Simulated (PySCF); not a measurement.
```xyz
15

W     0.1604    0.1016    0.1953
N     0.0456    0.6961    1.8388
H     0.3146    1.0905    2.7322
N     1.8269    0.2246   -0.3365
H     2.8123    0.4468   -0.2488
O    -0.9217    1.1566   -0.9327
C    -1.0123    2.4350   -1.4745
H    -0.0648    2.7358   -1.9555
H    -1.2619    3.1787   -0.6970
H    -1.8087    2.4509   -2.2365
O    -0.3646   -1.7088    0.1514
C    -0.0086   -2.9580    0.6512
H     1.0353   -3.2092    0.3934
H    -0.6686   -3.7247    0.2135
H    -0.1165   -2.9921    1.7497
```

Geometry: PBE0-D3(BJ)/def2-SVP; core potentials replace the inner electrons of W.

All numbers below come from B3LYP/def2-SVPD, SCF density, gas phase, scalar-relativistic core potentials on the heavy atoms (PySCF).

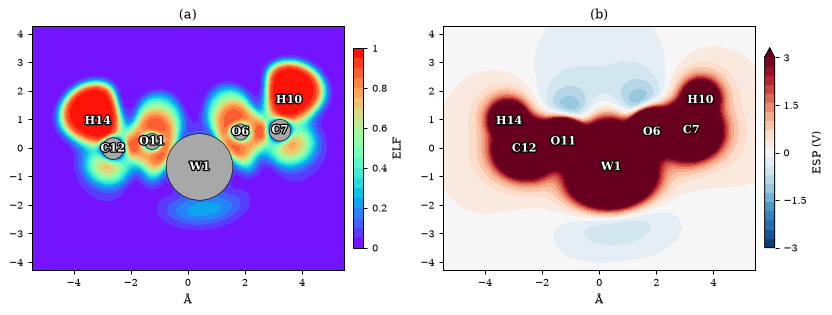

C2H8N2O2W (W(NH)2(OMe)2). (a) electron localisation function; (b) molecular electrostatic potential on the plane of atoms O6, W1 and O11. Grey discs cover the atomic cores in the ELF map.

Q: Interpret the plot.

A:
- The plane passes through W, O, C and H nuclei.
- C–O (1.39 Å): the ELF peaks at about 0.90 between the atoms: a shared but strongly polarised pair.
- W–O (1.89 Å): the ELF peaks at about 0.85 in the valence shell of O, 0.5 Å from its nucleus, and drops to about 0.25 between the two atoms.
- C–H (1.10 Å): the ELF climbs to about 1 towards the hydrogen, as it does in any bond to H (an ordinary covalent bond to hydrogen).
- Outside the dense part of the molecule the potential is most negative (−1.2 V) near O6 and O11.
